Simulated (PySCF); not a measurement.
**BHOF2 (difluorohydroxyborane) at 3 levels**

Wanted: a comparison of 3 runs (M06-2X/def2-SVPD, PBE0/def2-SVPD, CCSD(T)/def2-SVPD) of BHOF2 (difluorohydroxyborane). The job is set up through a Python script.

The calculation is run with PySCF 2.14.0.

2 further runs of the same task are left out: 1 that didn't finish, 1 set aside as unsound or not needed.

### 1 The molecule

BHOF2: 5 atoms, total charge 0, spin state singlet. SMILES: `OB(F)F`. The coordinates come from a PBE0-D4/def2-TZVP relaxation.

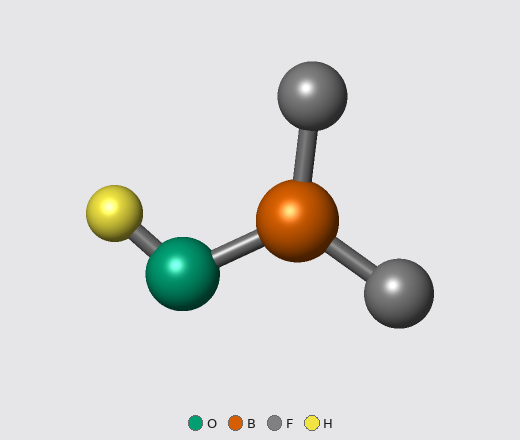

The structure, seen from a chosen angle (oxygen teal, boron orange, fluorine grey, hydrogen yellow).

### 2 A single-point energy at M06-2X/def2-SVPD (run 1)

The input, calc.py:

```python
from pyscf import gto, dft

mol = gto.M(
    atom='''
O        0.038630       1.000750       0.174310
B        0.105760      -0.342460       0.137210
F        0.731030      -0.986880       1.100700
F       -0.439530      -1.051930      -0.843330
H       -0.435890       1.380520      -0.568880
''',
    verbose=3,
    max_memory=1860,
    basis='def2-svpd',
    spin=0,
)

calc0 = dft.RKS(mol)
calc0.xc = 'm06-2x'
calc0.grids.level = 5
calc0.conv_tol = 1e-10
calc0.kernel()
if not calc0.converged:
    calc0 = calc0.newton().run(calc0.mo_coeff, calc0.mo_occ)

e_final = calc0.e_tot
print(f'total energy: {e_final:.8f} hartree')
```

The run is started by

```console
$ OMP_NUM_THREADS=1 python calc.py
```

Log:

```text
converged SCF energy = -300.232931897061
total energy: -300.23293190 hartree
```

Wall time 30 s (1 thread of Arm Neoverse V1, shared host); peak memory 0.5 GiB.

### 3 The energy at PBE0/def2-SVPD (run 2)

The input, job.py:

```python
from pyscf import gto, dft

molecule = gto.Mole()
molecule.atom = '''
O      0.073000     1.891143     0.329398
B      0.199857    -0.647156     0.259289
F      1.381446    -1.864933     2.080022
F     -0.830591    -1.987860    -1.593663
H     -0.823713     2.608805    -1.075027
'''
molecule.basis = 'def2-svpd'
molecule.unit = 'bohr'
molecule.charge = 0
molecule.verbose = 4
molecule.max_memory = 1860
molecule.build()

ks = dft.RKS(molecule, xc='pbe0')
ks.grids.level = 5
ks.conv_tol = 1e-10
ks.kernel()
if not ks.converged:
    ks = ks.newton().run(ks.mo_coeff, ks.mo_occ)

e_tot = ks.e_tot
print('Final energy', e_tot)
```

The run is started by

```console
$ OMP_NUM_THREADS=1 python job.py
```

Log:

```text
PySCF version 2.14.0

[... 72 lines left out ...]
converged SCF energy = -300.029152524613
Final energy -300.0291525246133
```

Wall time 14 s (1 thread of Arm Neoverse V1, shared host); peak memory 0.47 GiB.

### 4 A single-point energy at CCSD(T)/def2-SVPD (run 3)

The input, mol.xyz:

```xyz
5

O      0.038630     1.000750     0.174310
B      0.105760    -0.342460     0.137210
F      0.731030    -0.986880     1.100700
F     -0.439530    -1.051930    -0.843330
H     -0.435890     1.380520    -0.568880
```

The input, calc.py:

```python
# OB(F)F
from pyscf import gto, scf, cc

mol = gto.Mole()
mol.atom = 'mol.xyz'
mol.verbose = 3
mol.spin = 0
mol.max_memory = 1860
mol.basis = 'def2-svpd'
mol.charge = 0
mol.build()

mf = scf.RHF(mol)
mf.conv_tol = 1e-10
mf.kernel()
if not mf.converged:
    mf = mf.newton().run(mf.mo_coeff, mf.mo_occ)

mycc = cc.CCSD(mf, frozen=4)
mycc.kernel()
e_t = mycc.ccsd_t()
e_tot = mycc.e_tot + e_t
print('E(%s) = %.9f' % ('CCSD(T)', e_tot))
```

The run is started by

```console
$ OMP_NUM_THREADS=1 python calc.py
```

Log:

```text
converged SCF energy = -298.976109642923
E(CCSD) = -299.6454425068051  E_corr = -0.6693328638820694
CCSD(T) correction = -0.015425406614006
E(CCSD(T)) = -299.660867913
```

Wall time 62 s (1 thread of Arm Neoverse V1, shared host); peak memory 0.61 GiB.

### 5 All runs side by side

| run | level | integration grid | frozen core orbitals | energy (Eh) | dipole moment (D) of the reference | HOMO energy (eV) | LUMO energy (eV) | wall time |
| --- | --- | --- | --- | --- | --- | --- | --- | --- |
| 1 | M06-2X/def2-SVPD | 5 | – | -300.232932 | 2.02 | -12.62 | 0.00 | 30 s |
| 2 | PBE0/def2-SVPD | 5 | – | -300.029153 | 2.00 | -10.90 | -0.16 | 14 s |
| 3 | CCSD(T)/def2-SVPD | – | 4 | -299.660868 | 2.10 | -15.50 | 1.64 | 62 s |

### 6 What came out

| quantity | value |
| --- | --- |
| run 3: total energy | -299.66087 Eh |
| run 3: dipole moment (Hartree–Fock density) | 2.10 D |
| run 3: HOMO energy (Hartree–Fock orbitals) | -15.50 eV |
| run 3: LUMO energy (Hartree–Fock orbitals) | 1.64 eV |
| run 3: HOMO–LUMO gap (Hartree–Fock orbitals) | 17.14 eV |
| run 3: correlation energy (4 core orbitals frozen) | -684.8 mEh |
| run 3: (T) correction | -15.43 mEh |
| run 3: T1 diagnostic | 0.014 |

In words: Totals of different functionals can't be ranked against each other. All runs together took 1.8 min, the longest 62 s.
